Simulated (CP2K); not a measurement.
**GFN2-xTB run of CH2BNO (SMILES B1N=CO1)**

What is the vertical ionisation energy of CH2BNO at GFN2-xTB? 

The results are computed with CP2K 2026.2.

3 further runs of the same task are left out: 1 that didn't finish, 2 set aside as unsound or not needed.

## Step 1: The system as given

CH2BNO: 6 atoms, total charge 0, spin state singlet. SMILES: `B1N=CO1`. The coordinates come from a GFN2-xTB relaxation.

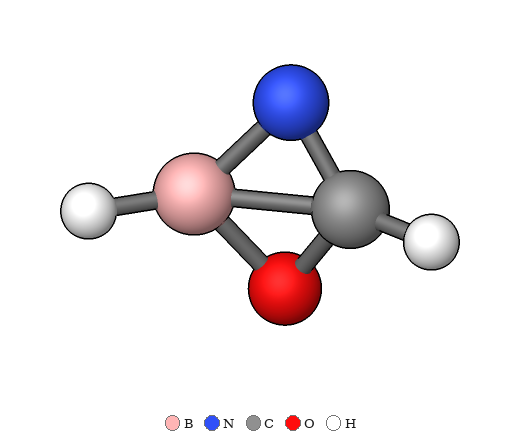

The structure, seen from a chosen angle (boron pink, nitrogen blue, carbon grey, oxygen red, hydrogen white).

## Step 2: A single-point energy at GFN2-xTB

Contents of qs.inp:

```
&GLOBAL
   PROJECT qs
   RUN_TYPE ENERGY
   PRINT_LEVEL MEDIUM
&END

&FORCE_EVAL
   METHOD Quickstep
   &DFT
      CHARGE 0
      MULTIPLICITY 1
      &QS
         METHOD XTB
         EPS_DEFAULT 1.0E-10
         &XTB
            GFN_TYPE TBLITE
            &TBLITE
               METHOD GFN2
            &END
            CHECK_ATOMIC_CHARGES F
         &END
      &END
      &POISSON
         PERIODIC NONE
         POISSON_SOLVER ANALYTIC
      &END
      &SCF
         SCF_GUESS ATOMIC
         EPS_SCF 1.0E-06
         MAX_SCF 150
         ADDED_MOS 4
         &DIAGONALIZATION
            ALGORITHM STANDARD
         &END
         &MIXING
            METHOD DIRECT_P_MIXING
            ALPHA 0.4
         &END
      &END
      &PRINT
         &MOMENTS
            PERIODIC F
            REFERENCE COM
            MAX_MOMENT 1
         &END
         &MO ON
            ENERGIES T
            OCCUPATION_NUMBERS T
            NDIGITS 6
            &EACH
               QS_SCF 0
            &END
            ADD_LAST NUMERIC
         &END
         &HIRSHFELD OFF
         &END
      &END
   &END
   &SUBSYS
      &CELL
         ABC [angstrom] 14 14.2 14.2
         PERIODIC NONE
      &END
      &COORD
         B      0.557160     0.561790    -0.413460
         N     -0.457820     0.840090     0.611660
         C     -0.440640    -0.444080     0.530870
         O      0.748250    -0.807460    -0.011130
         H      0.808360     1.019540    -1.446070
         H     -1.215300    -1.169880     0.728130
      &END
      &TOPOLOGY
         &CENTER_COORDINATES
         &END
      &END
   &END
&END
```

On the command line:

```
$ OMP_NUM_THREADS=1 cp2k.psmp -i qs.inp -o qs.out
```

The program printed:

```text
CP2K| version string:                                       CP2K version 2026.2
[...]
 GLOBAL| Method name                                                        CP2K
[...]
 GLOBAL| Run type                                                         ENERGY
[...]
                             - Atoms:                                          6
[...]
                             - Spherical basis functions:                     18
[...]
 Number of electrons:                                                         20
[...]
  *** SCF run converged in    17 steps ***
[...]
  Fermi energy:                                                -0.31510020740071
[...]
 TB_DIPOLE| Moment [Debye]         -0.36361097       0.00144431      -0.76287616
 TB_DIPOLE| Derivative [a.u.]       0.00000000       0.00000000       0.00000000
[...]
 ENERGY| Total FORCE_EVAL ( QS ) energy [hartree]            -11.342464491890835
[...]
```

Wall time 0.88 s (1 thread of Intel Xeon 6975P-C (Granite Rapids), shared host); peak memory 0.19 GiB.

## Step 3: The doublet cation, same level

Contents of job.inp:

```
&GLOBAL
  PROJECT job
  RUN_TYPE ENERGY
  PRINT_LEVEL MEDIUM
&END

&FORCE_EVAL
  METHOD Quickstep
  &DFT
    CHARGE 1
    MULTIPLICITY 2
    UKS T
    &QS
      METHOD XTB
      EPS_DEFAULT 1.0E-10
      &XTB
        GFN_TYPE TBLITE
        &TBLITE
          METHOD GFN2
        &END
        CHECK_ATOMIC_CHARGES F
      &END
    &END
    &POISSON
      PERIODIC NONE
      POISSON_SOLVER ANALYTIC
    &END
    &SCF
      SCF_GUESS ATOMIC
      EPS_SCF 1.0E-06
      MAX_SCF 150
      ADDED_MOS 2
      &DIAGONALIZATION
        ALGORITHM STANDARD
      &END
      &MIXING
        METHOD DIRECT_P_MIXING
        ALPHA 0.4
      &END
    &END
    &PRINT
      &MOMENTS
        PERIODIC F
        REFERENCE COM
        MAX_MOMENT 1
      &END
      &MO ON
        ENERGIES T
        OCCUPATION_NUMBERS T
        NDIGITS 6
        &EACH
          QS_SCF 0
        &END
        ADD_LAST NUMERIC
      &END
      &HIRSHFELD OFF
      &END
    &END
  &END
  &SUBSYS
    &CELL
      ABC [angstrom] 14 14.2 14.2
      PERIODIC NONE
    &END
    &COORD
      B      0.557160     0.561790    -0.413460
      N     -0.457820     0.840090     0.611660
      C     -0.440640    -0.444080     0.530870
      O      0.748250    -0.807460    -0.011130
      H      0.808360     1.019540    -1.446070
      H     -1.215300    -1.169880     0.728130
    &END
    &TOPOLOGY
      &CENTER_COORDINATES
      &END
    &END
  &END
&END
```

On the command line:

```
$ OMP_NUM_THREADS=1 cp2k.psmp job.inp > job.out
```

The program printed:

```text
CP2K| version string:                                       CP2K version 2026.2
[...]
 GLOBAL| Method name                                                        CP2K
[...]
 GLOBAL| Run type                                                         ENERGY
[...]
                             - Atoms:                                          6
[...]
                             - Spherical basis functions:                     18
[...]
 Number of electrons:                                                         10
[...]
  *** SCF run converged in    20 steps ***
[...]
  Fermi energy:                                                -0.72930290153041
[...]
 TB_DIPOLE| Moment [Debye]         -1.01086325       0.66079721      -1.15929679
 TB_DIPOLE| Derivative [a.u.]       0.00000000       0.00000000       0.00000000
[...]
 ENERGY| Total FORCE_EVAL ( QS ) energy [hartree]            -10.782856441137783
[...]
```

Wall time 0.9 s (1 thread of Intel Xeon 6975P-C (Granite Rapids), shared host); peak memory 0.18 GiB.

## Step 4: Summary of results

Level: GFN2-xTB.

```
                                                 quantity         value
                             singlet CH2BNO: total energy  -11.34246 Eh
singlet CH2BNO: dipole moment (from atomic charges alone)        0.85 D
                              singlet CH2BNO: HOMO energy     -10.90 eV
                              singlet CH2BNO: LUMO energy      -7.68 eV
                            singlet CH2BNO: HOMO–LUMO gap       3.22 eV
                             doublet cation: total energy  -10.78286 Eh
       doublet cation: HOMO energy (highest over α and β)     -20.17 eV
        doublet cation: LUMO energy (lowest over α and β)     -19.52 eV
       vertical ionisation energy (to the doublet cation)     15.228 eV
```

What this shows: The vertical ionisation energy comes to 15.23 eV (1469 kJ/mol). xTB total energies overstate such differences by several eV unless an empirical shift is taken off; none is applied here. The dipole (singlet CH2BNO) comes from point charges on the atoms alone, without atomic dipoles, so it is partial.
